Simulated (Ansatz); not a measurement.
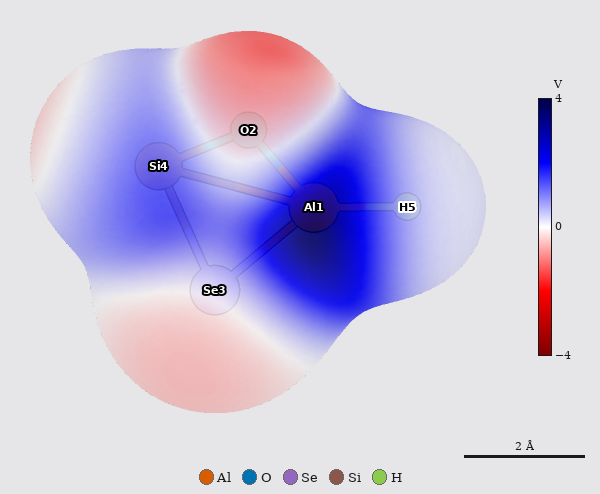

The picture shows: AlHOSeSi. The molecular electrostatic potential painted on the density surface at 0.002 e/bohr³, seen at a tilt; red is negative and blue positive.

Geometry: B3LYP-D3(BJ)/def2-SVP.

Method: isolated molecule in a Gaussian basis; Kohn-Sham density functional theory, functional PBE0 in Ansatz.

Input file:

```
crystal:
  periodic: [false, false, false]
  atoms:
    - {symbol: Al, position_ang: [-2.719539, -0.352771, 0.260550]}
    - {symbol: O, position_ang: [-1.814988, -0.895539, -1.147528]}
    - {symbol: Se, position_ang: [-4.728677, -0.136843, -0.850986]}
    - {symbol: Si, position_ang: [-2.982127, -0.901606, -2.354316]}
    - {symbol: H, position_ang: [-2.128256, -0.156009, 1.701511]}
basis:
  gaussian:
    orbitals: def2-TZVPD
total_charge: 0
hamiltonian:
  xc: pbe0
output: {forces: true, orbitals: {seedname: orbitals}}
```

Run with:

```sh
ansatz run input.yaml --threads 2 --pin off --max-ram 4350MiB --events-out events.jsonl --progress --plain --runs-dir runs
```

Q: Which sites attract a positive test charge, and which a negative one?

A: A positive charge is drawn to the negative regions and a negative charge to the positive ones. The most negative region (about −1.2 V, or −28 kcal/mol for a unit charge) lies over O2, the most positive (about +3.6 V, or +83 kcal/mol for a unit charge) over Al1. O2 is the likeliest acceptor of a hydrogen bond.

Q: What dipole moment does the calculation give?

A: Its dipole moment is 1.15 D.
